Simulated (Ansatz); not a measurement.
# B2O2 (diboron dioxide): MP2/aug-cc-pVDZ

What is the electronic atomisation energy of B2O2 (diboron dioxide) at MP2/aug-cc-pVDZ? 

The calculation is run with Ansatz 0.2.0.

47 further runs of the same task are left out: 5 that didn't finish, 42 set aside as unsound or not needed.

## (1) The structure to begin with

The species is B2O2 (4 atoms), meant as a singlet with charge 0. SMILES: `O=BB=O`. The shape is that of a PBE0-D4/def2-TZVP optimisation.

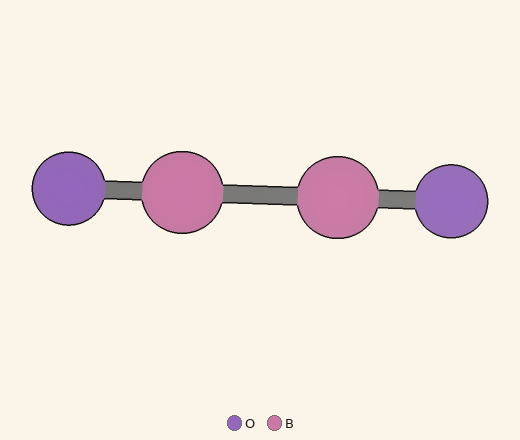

The structure, seen from a chosen angle (oxygen purple, boron pink).

## (2) A single-point energy at MP2/aug-cc-pVDZ

Input file input.yaml:

```yaml
crystal:
  periodic: [false, false, false]
  atoms:
    - {symbol: O, position_ang: [-0.743090, 0.459760, 1.817650]}
    - {symbol: B, position_ang: [-0.302300, 0.187070, 0.739120]}
    - {symbol: B, position_ang: [0.302150, -0.186920, -0.739220]}
    - {symbol: O, position_ang: [0.743230, -0.459920, -1.817550]}
basis:
  gaussian:
    orbitals: aug-cc-pVDZ
magnetization:
  spin_polarized: false
accuracy: high
correlation:
  method: mp2
  frozen_orbitals: {B: 1, O: 1}
```

On the command line:

```
$ ansatz run input.yaml --threads 1 --pin off --max-ram 3480MiB --events-out events.jsonl --progress --plain --runs-dir runs
```

The program printed:

```text
Warning: RAYON_NUM_THREADS=1 ignored (pool sized by the plan → 1); use --threads N
Functional definition: HF
  name "HF"
  exchange = exact_x
  correlation = 0
1577 factors; integrals over basis functions are off by at most 2.7e-9 eV
mean field evaluation 1: about -5413.5457 eV, gradient 5.9e1 eV
mean field evaluation 2: about -5413.5495 eV, gradient 5.9e1 eV
mean field evaluation 4: about -5420.6621 eV, gradient 3.2e0 eV
mean field evaluation 8: about -5420.7168 eV, gradient 1.9e-4 eV
mean field -5420.71676102 eV, -199.2076666737 hartree, gradient 2.8e-8 eV, S^2 0.000000; 0 other end points of the search recorded, 0 dependent functions left out
4 core orbitals not correlated: weight in the atoms' cores, before any rotation towards them, 1.000 or more for the frozen orbitals, at most 0.000 for the correlated occupied ones
reference -5420.71676102 eV, -199.2076666737 hartree; 9, 9 occupied and 79, 79 virtual orbitals, 1577 factors
second order -14.73960864 eV of doubles, -0.00000000 eV of singles
Total energy: -5435.45636966 eV, -199.7493373005 hartree
```

It took 1.4 s on 1 thread of Intel Xeon 6975P-C (Granite Rapids), shared host; peak memory 0.19 GiB.

## (3) The B atom, same level

Input file job.yaml:

```yaml
crystal:
  periodic: [false, false, false]
  atoms:
    - {symbol: B, position_ang: [0.000000, 0.000000, 0.000000]}
basis:
  gaussian:
    orbitals: aug-cc-pVDZ
magnetization:
  spin_polarized: true
  initial_magnetization: 1
correlation:
  method: mp2
  frozen_orbitals: {B: 1}
accuracy: high
```

Run the same way, it converges to -24.56764 Eh (log not shown).

## (4) The O atom

Input file in.yaml:

```yaml
crystal:
  periodic: [false, false, false]
  atoms:
    - {symbol: O, position_ang: [0.000000, 0.000000, 0.000000]}
basis:
  gaussian:
    orbitals: aug-cc-pVDZ
magnetization:
  spin_polarized: true
  initial_magnetization: 2
correlation:
  method: mp2
  frozen_orbitals: {O: 1}
accuracy: high
```

On the command line:

```
$ ansatz run in.yaml --threads 1 --pin off --max-ram 3480MiB --events-out events.jsonl --progress --plain --runs-dir runs
```

The program printed:

```text
Warning: RAYON_NUM_THREADS=1 ignored (pool sized by the plan → 1); use --threads N
[... 4 set-up lines as earlier in the session ...]
200 factors; integrals over basis functions are off by at most 2.1e-9 eV
mean field evaluation 1: about -2034.9999 eV, gradient 7.2e0 eV
mean field evaluation 2: about -2035.0011 eV, gradient 7.2e0 eV
mean field evaluation 4: about -2035.3110 eV, gradient 8.1e-1 eV
mean field evaluation 8: about -2035.3192 eV, gradient 3.6e-5 eV
mean field evaluation 16: about -2035.3190 eV, gradient 7.1e-2 eV
mean field evaluation 32: about -2035.3193 eV, gradient 1.6e-3 eV
mean field -2035.31919302 eV, -74.7966007544 hartree, gradient 2.3e-8 eV, S^2 2.008420; 3 other end points of the search recorded, 0 dependent functions left out
1 core orbitals not correlated: weight in the atoms' cores, before any rotation towards them, 1.000 or more for the frozen orbitals, at most 0.000 for the correlated occupied ones
reference -2035.31919302 eV, -74.7966007544 hartree; 4, 2 occupied and 18, 20 virtual orbitals, 200 factors
second order -3.00321808 eV of doubles, -0.00000000 eV of singles
Total energy: -2038.32241109 eV, -74.9069669830 hartree
```

It took 0.08 s on 1 thread of Intel Xeon 6975P-C (Granite Rapids), shared host.

## (5) Results

Level: MP2/aug-cc-pVDZ, 4 core orbitals frozen.

```
                                             quantity          value
                               molecule: total energy  -199.74934 Eh
molecule: correlation energy (4 core orbitals frozen)     -541.7 mEh
                                 B atom: total energy   -24.56764 Eh
   B atom: correlation energy (1 core orbital frozen)      -37.1 mEh
            B atom: ⟨S²⟩ of the reference determinant          0.761
                                 O atom: total energy   -74.90697 Eh
   O atom: correlation energy (1 core orbital frozen)     -110.4 mEh
            O atom: ⟨S²⟩ of the reference determinant          2.008
                        electronic atomisation energy      21.772 eV
```

What this shows: Taking the molecule apart into free atoms costs 21.77 eV (502 kcal/mol), before zero-point energy and without spin-orbit coupling.
